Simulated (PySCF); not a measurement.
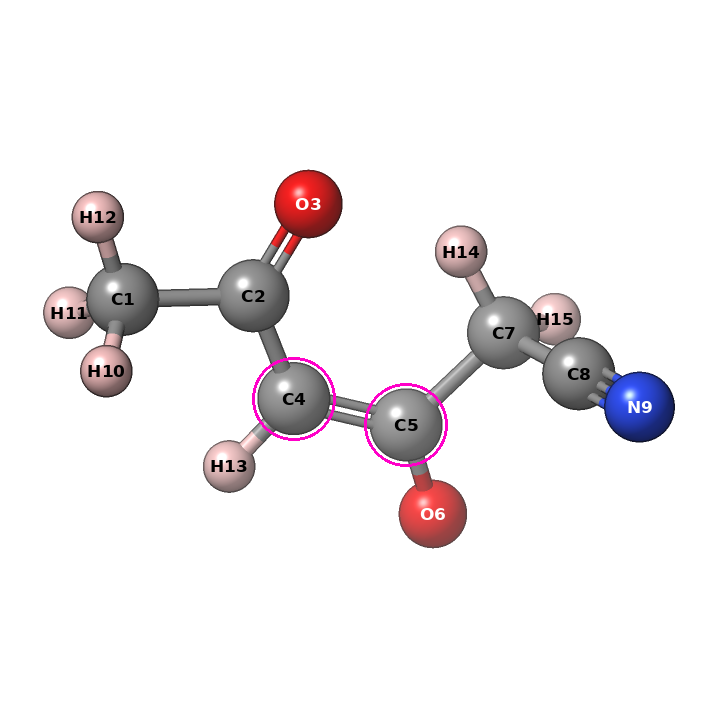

Distant atoms are faded towards the background colour. Circles mark the stereogenic atoms. The species has charge −1 and is a spin singlet. The computed structure is the end point of a GFN2-xTB optimisation. No frequency run is at hand to confirm it as a minimum.

Assign CIP descriptors.

C4=C5: E.

Write the isomeric SMILES.

CC(=O)/C=C(/[O-])CC#N
